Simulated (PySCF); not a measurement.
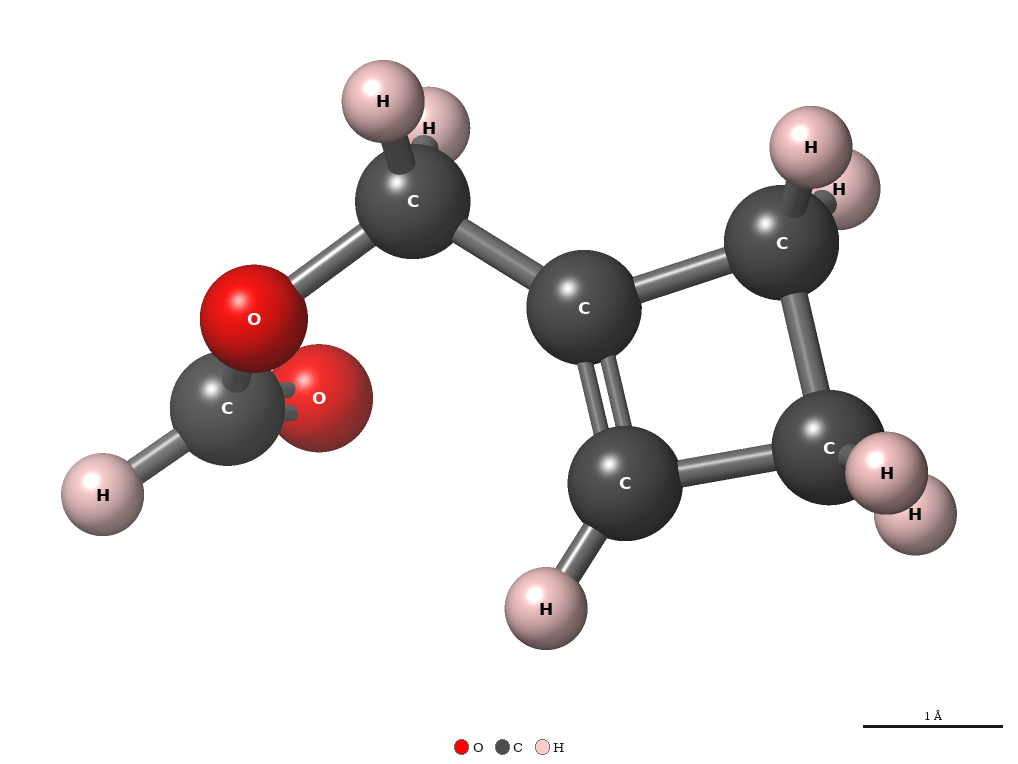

Double and triple bonds are drawn as two and three sticks.

Computed geometry: GFN2-xTB optimisation. No frequency run is at hand to confirm it as a minimum.

Count the atoms of each element.

C6H8O2, 16 atoms: 6 carbon, 8 hydrogen and 2 oxygen.

Count the bonded pairs by element.

8 C–H, 5 C–C, 3 C–O.

What is the point group of this geometry?

C1.

Give a SMILES string for it.

O=COCC1=CCC1

More results for the same structure follow; atom numbers are the same in all pictures, views and colours differ.

### Shape

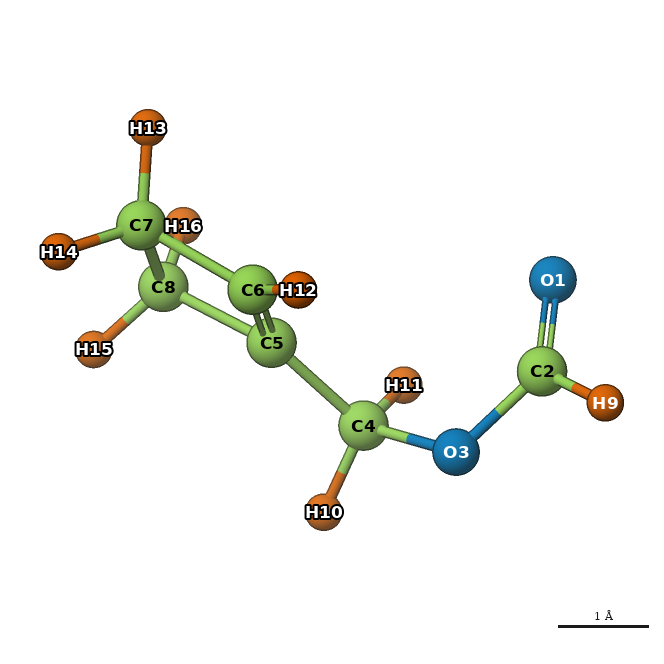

Atoms carry their numbers in the input. No frequency run is at hand to confirm it as a minimum.

Estimate the angles O1–C2–H9, O3–C2–H9, O3–C4–C5, O3–C4–H10, O3–C4–H11, C4–C5–C8, C5–C4–H10, C5–C6–C7, C6–C5–C8, C6–C7–H14, C7–C8–H15, C8–C7–H13.

| angle | degrees |
| --- | --- |
| O1–C2–H9 | 124.4 |
| O3–C2–H9 | 108.5 |
| O3–C4–C5 | 111.9 |
| O3–C4–H10 | 105.6 |
| O3–C4–H11 | 109.3 |
| C4–C5–C8 | 129.9 |
| C5–C4–H10 | 111.1 |
| C5–C6–C7 | 94.1 |
| C6–C5–C8 | 94.3 |
| C6–C7–H14 | 115.3 |
| C7–C8–H15 | 114.9 |
| C8–C7–H13 | 114.8 |

### Dipole moment

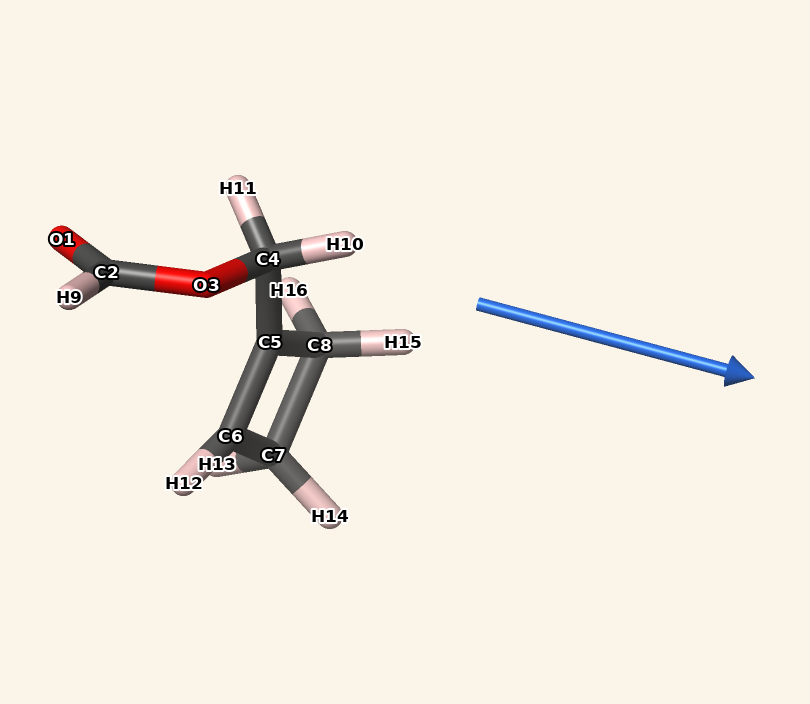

The arrow beside the molecule shows the direction of the dipole moment, from the negative to the positive end (its length means nothing). No frequency run is at hand to confirm it as a minimum. Properties computed with PBE0/def2-SVPD, gas phase (PySCF 2.14.0).

Estimate the dipole moment.

2.00 D; it points from the side of O1 to the side of H15 (the outermost atoms at the two ends).

### Charges

The questions are on Hirshfeld charges. No frequency run is at hand to confirm it as a minimum. Level of theory: PBE0/pcSseg-1, gas phase (PySCF 2.14.0).

List the Hirshfeld charges.

```json
{"atom": "O1", "value (e)": "−0.26"}
{"atom": "C2", "value (e)": "0.17"}
{"atom": "O3", "value (e)": "−0.10"}
{"atom": "C4", "value (e)": "0.01"}
{"atom": "C5", "value (e)": "−0.01"}
{"atom": "C6", "value (e)": "−0.06"}
{"atom": "C7", "value (e)": "−0.07"}
{"atom": "C8", "value (e)": "−0.07"}
{"atom": "H9", "value (e)": "0.06"}
{"atom": "H10", "value (e)": "0.06"}
{"atom": "H11", "value (e)": "0.05"}
{"atom": "H12", "value (e)": "0.05"}
{"atom": "H13", "value (e)": "0.04"}
{"atom": "H14", "value (e)": "0.04"}
{"atom": "H15", "value (e)": "0.04"}
{"atom": "H16", "value (e)": "0.04"}
```

### Ring current

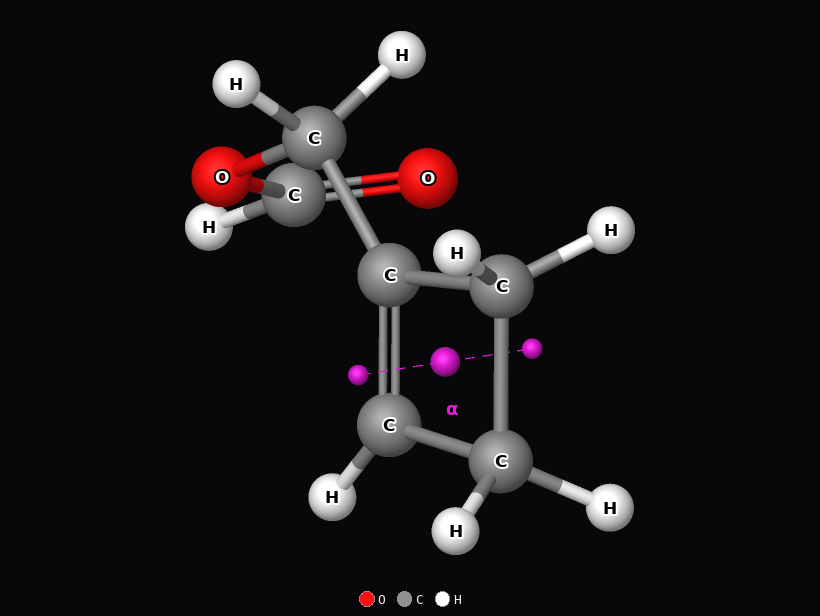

The small points mark where nucleus-independent chemical shifts (NICS) were computed: at the centre of each lettered ring and 1 Å above and below it. No frequency run is at hand to confirm it as a minimum. Level of theory: GIAO PBE0/pcSseg-1 NMR shielding, non-relativistic, gas phase (PySCF 2.14.0).

Give NICS(0), NICS(1) and the out-of-plane component NICS(1)zz for each ring (means of the two sides).

```tsv
ring	members	NICS(0)	NICS(1)	NICS(1)zz
α	C4	−0.1	−2.2	−0.3
```

Values in ppm.
